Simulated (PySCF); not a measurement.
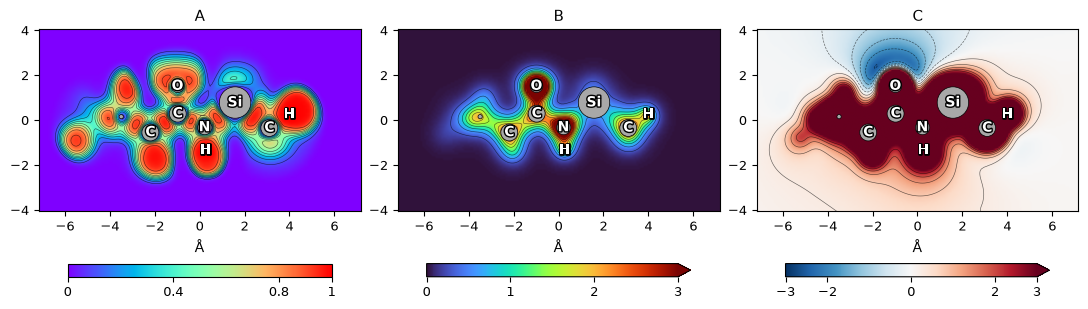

C₅H₁₃NOSi₂: 3 fields on the plane of atoms Si2, N3 and C4, with unlabelled colour scales. Grey discs cover the atomic cores.

Geometry: GFN2-xTB.

All numbers below come from PBE0/pcSseg-1, SCF density, gas phase, non-relativistic in PySCF 2.14.0.

### Match the panels to the quantities (electron density, electron localisation function and electrostatic potential).

Panel A: electron localisation function. Panel B: electron density. Panel C: electrostatic potential (strongly positive close to the atoms, with negative regions outside electron-rich atoms). From the grid: C–O (1.22 Å): the density is about 3.2 e/Å³ at the midpoint; the ELF peaks at about 0.85 between the atoms: a short, multiple covalent bond. C–N (1.35 Å): the density is about 2.4 e/Å³ at the midpoint; the ELF peaks at about 0.90 between the atoms: a covalent bond.
